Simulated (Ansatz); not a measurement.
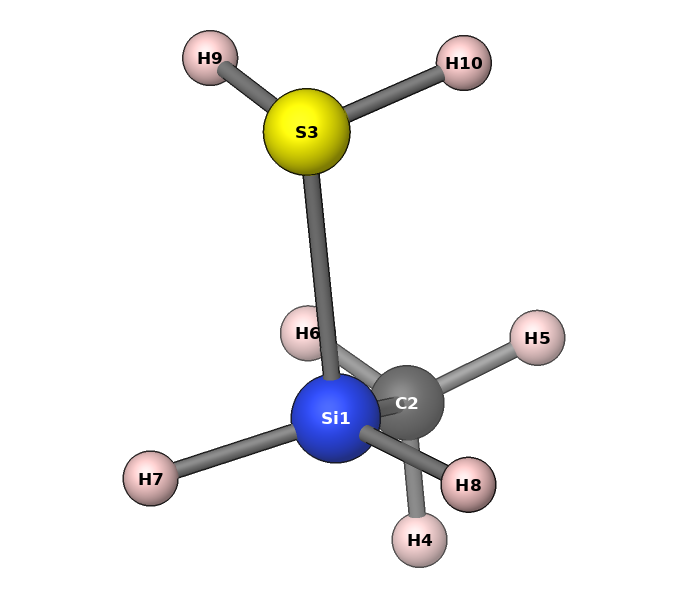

C2 lies behind Si1. The molecule seen a little off the Si1–C2 bond, Si1 in front. Distant atoms are faded towards the background colour. State: charge +1, singlet. The computed structure is the end point of a PBE0-D4/def2-TZVP optimisation. No frequency run is at hand to confirm it as a minimum.

Q: What is the torsion angle S3–Si1–C2–H4? The sign is positive where the front bond must turn clockwise to cover the back bond.

A: 180°, antiperiplanar (anti). The bonds about Si1–C2 are staggered.
